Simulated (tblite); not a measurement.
## Geometry relaxation, with input and output: C5H10NSi2 (part 1 of 2)

- system: C5H10NSi2, multiplicity 2
- method: GFN2-xTB geometry optimisation, gas phase (tblite 0.8.0)

It belongs to a series of runs on one base structure; here: H added to sp C.

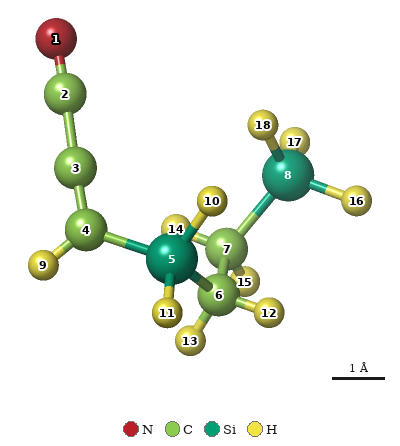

Fig. 1: The structure as given in the input (ball-and-stick view, seen at a tilt; atoms are numbered from 1 in the order of the input).

Summary

- outcome: converged
- total energy: −599.4825 eV
- hardware: 1 CPU thread, shared host
- wall time: 0.82 s
- peak memory: 0.18 GiB

Input
```
{"job": {"kind": "relax", "xc": "GFN2-xTB", "basis": "xTB"}, "charge": 0, "multiplicity": 2}
N      3.132600     2.289100     1.985400
C      2.838300     1.513800     1.168400
C      2.470000     0.455300     0.112200
C      2.128100    -0.413900    -0.796100
Si     0.527800    -0.295100    -1.630000
C     -0.855900    -1.168800    -0.706100
C     -1.122200    -0.749700     0.748300
Si    -1.930200     0.917800     1.052000
H      2.804800    -1.226000    -1.067000
H      0.163600     1.131000    -1.821800
H      0.650800    -0.907700    -2.983400
H     -1.775500    -1.079400    -1.291000
H     -0.600800    -2.234200    -0.691600
H     -0.191900    -0.797400     1.333600
H     -1.795900    -1.495600     1.191100
H     -3.190500     1.004600     0.267100
H     -2.249100     1.074800     2.492300
H     -1.012700     1.987700     0.624800
```

The first line tells a small driver script what to run in tblite; the rest is the geometry in Å.

Launch command:
```bash
OMP_NUM_THREADS=1 python <driver script> task.json out
```

What the program printed
```
step      E/eV     max force
  0    -598.40020    4.962
  1    -599.03634    4.415
  2    -599.23612    3.896
  3    -599.34682    1.774
  4    -599.38541    0.616
  5    -599.40659    0.660
  6    -599.42425    0.480
  7    -599.43000    0.341
  8    -599.43515    0.283
  9    -599.43883    0.116
 10    -599.44046    0.123
 11    -599.44258    0.174
 12    -599.44470    0.205
 13    -599.44672    0.157
 14    -599.44839    0.110
 15    -599.44979    0.104
 16    -599.45100    0.124
 17    -599.45206    0.122
 18    -599.45297    0.083
 19    -599.45389    0.092
 20    -599.45486    0.077
 21    -599.45574    0.101
 22    -599.45652    0.093
 23    -599.45726    0.073
 24    -599.45812    0.068
 25    -599.45916    0.082
 26    -599.46032    0.086
 27    -599.46152    0.094
 28    -599.46271    0.090
 29    -599.46385    0.095
 30    -599.46494    0.091
 31    -599.46599    0.072
 32    -599.46699    0.064
 33    -599.46786    0.060
 34    -599.46850    0.059
 35    -599.46893    0.051
 36    -599.46931    0.051
 37    -599.46972    0.054
 38    -599.47014    0.054
 39    -599.47050    0.047
 40    -599.47075    0.037
 41    -599.47098    0.037
 42    -599.47127    0.043
 43    -599.47162    0.050
 44    -599.47192    0.040
 45    -599.47208    0.024
 46    -599.47218    0.022
 47    -599.47229    0.024
 48    -599.47244    0.033
 49    -599.47262    0.033
 50    -599.47278    0.033
 51    -599.47292    0.039
 52    -599.47308    0.038
 53    -599.47328    0.034
 54    -599.47348    0.030
 55    -599.47363    0.025
 56    -599.47375    0.027
 57    -599.47390    0.035
 58    -599.47412    0.047
 59    -599.47435    0.043
 60    -599.47452    0.040
 61    -599.47465    0.029
 62    -599.47481    0.037
 63    -599.47501    0.047
 64    -599.47521    0.034
 65    -599.47532    0.029
 66    -599.47540    0.027
 67    -599.47551    0.030
 68    -599.47565    0.036
 69    -599.47577    0.027
 70    -599.47584    0.025
 71    -599.47590    0.021
 72    -599.47600    0.031
 73    -599.47617    0.046
 74    -599.47642    0.045
 75    -599.47663    0.025
 76    -599.47675    0.022
 77    -599.47683    0.023
 78    -599.47693    0.028
 79    -599.47709    0.028
 80    -599.47726    0.040
 81    -599.47742    0.033
 82    -599.47756    0.035
 83    -599.47771    0.031
 84    -599.47783    0.022
 85    -599.47794    0.037
 86    -599.47803    0.029
 87    -599.47813    0.029
 88    -599.47825    0.027
 89    -599.47836    0.039
 90    -599.47847    0.051
 91    -599.47861    0.049
 92    -599.47878    0.031
 93    -599.47895    0.033
 94    -599.47908    0.041
 95    -599.47923    0.055
 96    -599.47949    0.060
 97    -599.47995    0.074
 98    -599.48059    0.071
 99    -599.48111    0.037
100    -599.48138    0.036
101    -599.48151    0.036
102    -599.48165    0.035
103    -599.48184    0.032
104    -599.48197    0.025
105    -599.48204    0.017
106    -599.48208    0.013
107    -599.48211    0.013
108    -599.48217    0.022
109    -599.48224    0.025
110    -599.48229    0.040
111    -599.48232    0.040
112    -599.48235    0.016
113    -599.48239    0.018
114    -599.48242    0.019
115    -599.48244    0.014
116    -599.48246    0.009
```

Trajectory as extended XYZ (Å, eV, eV/Å), 12 of the 117 frames kept, from step=0 to step=116
```
18
Properties=species:S:1:pos:R:3:forces:R:3 step=0 energy=-598.40020
N     3.1326    2.2891    1.9854   -0.4000  -1.0150  -1.1030
C     2.8383    1.5138    1.1684   -1.1480  -3.2160  -3.1150
C     2.4700    0.4553    0.1122    1.3990   3.3070   3.4240
C     2.1281   -0.4139   -0.7961    2.3180   0.6920   1.9660
Si    0.5278   -0.2951   -1.6300   -2.1140   0.8060  -1.8720
C    -0.8559   -1.1688   -0.7061   -0.2060  -0.3310   0.4600
C    -1.1222   -0.7497    0.7483    0.1530  -0.4900   0.0920
Si   -1.9302    0.9178    1.0520   -0.3930   0.7790  -0.0420
H     2.8048   -1.2260   -1.0670   -0.0470   0.0670   0.0660
H     0.1636    1.1310   -1.8218    0.1340  -0.2520   0.0670
H     0.6508   -0.9077   -2.9834    0.0510   0.0470   0.3180
H    -1.7755   -1.0794   -1.2910    0.0600   0.0070   0.0980
H    -0.6008   -2.2342   -0.6916   -0.1120  -0.0700  -0.0490
H    -0.1919   -0.7974    1.3336   -0.1270  -0.0700  -0.1970
H    -1.7959   -1.4956    1.1911    0.1550  -0.0390  -0.0230
H    -3.1905    1.0046    0.2671    0.2980  -0.0380   0.1840
H    -2.2491    1.0748    2.4923    0.0950  -0.0970  -0.3350
H    -1.0127    1.9877    0.6248   -0.1150  -0.0870   0.0610
18
Properties=species:S:1:pos:R:3:forces:R:3 step=11 energy=-599.44258
N     3.0852    2.2068    1.8890   -0.0350   0.0420   0.0250
C     2.7965    1.4141    1.0798   -0.0200  -0.0450  -0.0440
C     2.5481    0.4781    0.1791   -0.0360  -0.0140  -0.0160
C     2.1575   -0.3491   -0.7296    0.0120   0.0210   0.0590
Si    0.4736   -0.2385   -1.6578    0.1400   0.0340   0.0980
C    -0.8632   -1.1838   -0.6912   -0.0380   0.0030   0.0030
C    -1.1230   -0.7653    0.7577    0.0110  -0.0030   0.0280
Si   -1.9274    0.9391    1.0347    0.0070   0.0090  -0.0090
H     2.8026   -1.1751   -1.0090   -0.0870  -0.0580  -0.0690
H     0.1600    1.1760   -1.8310   -0.0340   0.0570  -0.0100
H     0.6815   -0.9082   -2.9471    0.0340   0.0000  -0.0130
H    -1.7889   -1.0907   -1.2619   -0.0820  -0.0230   0.0160
H    -0.6117   -2.2494   -0.7012    0.0260   0.0000  -0.0250
H    -0.1876   -0.8091    1.3199    0.0320  -0.0110  -0.0020
H    -1.7809   -1.5148    1.2083    0.0230  -0.0030   0.0250
H    -3.1767    1.0075    0.2679    0.0360   0.0010  -0.0250
H    -2.2393    1.0640    2.4603    0.0170  -0.0080  -0.0240
H    -1.0149    2.0048    0.6205   -0.0080  -0.0030  -0.0180
18
Properties=species:S:1:pos:R:3:forces:R:3 step=21 energy=-599.45574
N     3.0300    2.2202    1.8788   -0.0210   0.0310   0.0210
C     2.7767    1.4080    1.0777   -0.0210  -0.0190  -0.0200
C     2.5704    0.4476    0.1908   -0.0280  -0.0390  -0.0180
C     2.1394   -0.3619   -0.7138   -0.0110   0.0100   0.0090
Si    0.4592   -0.2108   -1.6383    0.0870   0.0410  -0.0310
C    -0.8717   -1.1784   -0.6877    0.0030  -0.0150  -0.0290
C    -1.1049   -0.7698    0.7667    0.0200  -0.0160   0.0120
Si   -1.9094    0.9365    1.0257   -0.0010   0.0160  -0.0040
H     2.7343   -1.2109   -1.0300    0.0080  -0.0290   0.0280
H     0.1438    1.2017   -1.8253   -0.0220   0.0360   0.0140
H     0.7194   -0.8796   -2.9195   -0.0310   0.0080  -0.0410
H    -1.8130   -1.0986   -1.2338   -0.0330   0.0120  -0.0330
H    -0.5959   -2.2371   -0.7233   -0.0120  -0.0400   0.0410
H    -0.1577   -0.8141    1.3075    0.0310   0.0270   0.0270
H    -1.7509   -1.5192    1.2328   -0.0030  -0.0120   0.0130
H    -3.1432    1.0035    0.2333    0.0130  -0.0180   0.0070
H    -2.2259    1.0619    2.4483   -0.0060   0.0160  -0.0040
H    -1.0094    2.0072    0.5985    0.0240  -0.0080   0.0080
18
Properties=species:S:1:pos:R:3:forces:R:3 step=32 energy=-599.46699
N     2.9099    2.2390    1.8501   -0.0100  -0.0280  -0.0110
C     2.7091    1.3918    1.0707   -0.0270   0.0270  -0.0090
C     2.5538    0.3942    0.2120   -0.0030   0.0210   0.0070
C     2.1183   -0.3976   -0.7056   -0.0150  -0.0470   0.0180
Si    0.4566   -0.1823   -1.6471   -0.0190   0.0010  -0.0520
C    -0.8551   -1.1742   -0.6870    0.0090  -0.0070  -0.0630
C    -1.0592   -0.7630    0.7725    0.0290  -0.0490  -0.0180
Si   -1.8744    0.9380    1.0177    0.0140  -0.0210   0.0020
H     2.6638   -1.2931   -0.9806    0.0200   0.0120   0.0060
H     0.1161    1.2340   -1.7806    0.0410  -0.0290   0.0180
H     0.6956   -0.7983   -2.9609   -0.0160   0.0120   0.0200
H    -1.8037   -1.0905   -1.2208   -0.0370   0.0170   0.0060
H    -0.5909   -2.2362   -0.7242    0.0460   0.0030   0.0060
H    -0.1000   -0.7888    1.2928    0.0390   0.0160   0.0140
H    -1.6797   -1.5218    1.2549   -0.0410  -0.0040   0.0370
H    -3.0907    0.9689    0.2016   -0.0330   0.0300  -0.0230
H    -2.2222    1.0937    2.4270   -0.0090   0.0000   0.0460
H    -0.9563    1.9926    0.5960    0.0110   0.0460  -0.0030
18
Properties=species:S:1:pos:R:3:forces:R:3 step=42 energy=-599.47127
N     2.8544    2.2405    1.8387   -0.0250  -0.0120  -0.0260
C     2.6619    1.3923    1.0582    0.0020  -0.0010   0.0160
C     2.5288    0.3814    0.2111   -0.0010   0.0130   0.0170
C     2.1032   -0.4261   -0.6979    0.0250   0.0080  -0.0210
Si    0.4557   -0.1813   -1.6581   -0.0310  -0.0180   0.0190
C    -0.8506   -1.1756   -0.6919   -0.0030  -0.0020  -0.0050
C    -1.0379   -0.7621    0.7716    0.0130  -0.0170  -0.0220
Si   -1.8584    0.9394    1.0177    0.0230  -0.0260   0.0010
H     2.6552   -1.3226   -0.9552   -0.0140   0.0010  -0.0020
H     0.1433    1.2426   -1.7516    0.0180   0.0010  -0.0060
H     0.6760   -0.7710   -2.9849    0.0030  -0.0060   0.0100
H    -1.8096   -1.0971   -1.2089    0.0120  -0.0020  -0.0060
H    -0.5722   -2.2347   -0.7334   -0.0120   0.0140   0.0220
H    -0.0711   -0.7809    1.2803   -0.0020   0.0130  -0.0020
H    -1.6529   -1.5178    1.2692    0.0010   0.0060  -0.0120
H    -3.0693    0.9813    0.1933   -0.0310   0.0080  -0.0190
H    -2.2186    1.0947    2.4247   -0.0020  -0.0140   0.0370
H    -0.9467    2.0032    0.6055    0.0250   0.0350  -0.0010
18
Properties=species:S:1:pos:R:3:forces:R:3 step=53 energy=-599.47328
N     2.7903    2.2499    1.8262   -0.0130  -0.0020  -0.0070
C     2.6254    1.3893    1.0536   -0.0080  -0.0130  -0.0060
C     2.5204    0.3672    0.2148    0.0010  -0.0040  -0.0040
C     2.1031   -0.4379   -0.7005    0.0110   0.0110   0.0000
Si    0.4572   -0.1854   -1.6630    0.0090  -0.0140   0.0300
C    -0.8483   -1.1765   -0.6959   -0.0140   0.0020   0.0180
C    -1.0289   -0.7541    0.7650    0.0100  -0.0070  -0.0040
Si   -1.8464    0.9472    1.0211    0.0100  -0.0240   0.0050
H     2.6491   -1.3379   -0.9547    0.0090   0.0010   0.0020
H     0.1742    1.2442   -1.7471   -0.0180   0.0130  -0.0110
H     0.6661   -0.7744   -2.9893    0.0150  -0.0170  -0.0260
H    -1.8076   -1.1015   -1.2125    0.0030  -0.0020   0.0000
H    -0.5710   -2.2362   -0.7239   -0.0020   0.0180  -0.0210
H    -0.0573   -0.7656    1.2652   -0.0130  -0.0090   0.0120
H    -1.6387   -1.5096    1.2699    0.0150   0.0190  -0.0060
H    -3.0568    1.0002    0.1948   -0.0100   0.0120  -0.0080
H    -2.2062    1.0673    2.4323   -0.0110   0.0100   0.0270
H    -0.9334    2.0203    0.6323    0.0070   0.0070  -0.0010
```
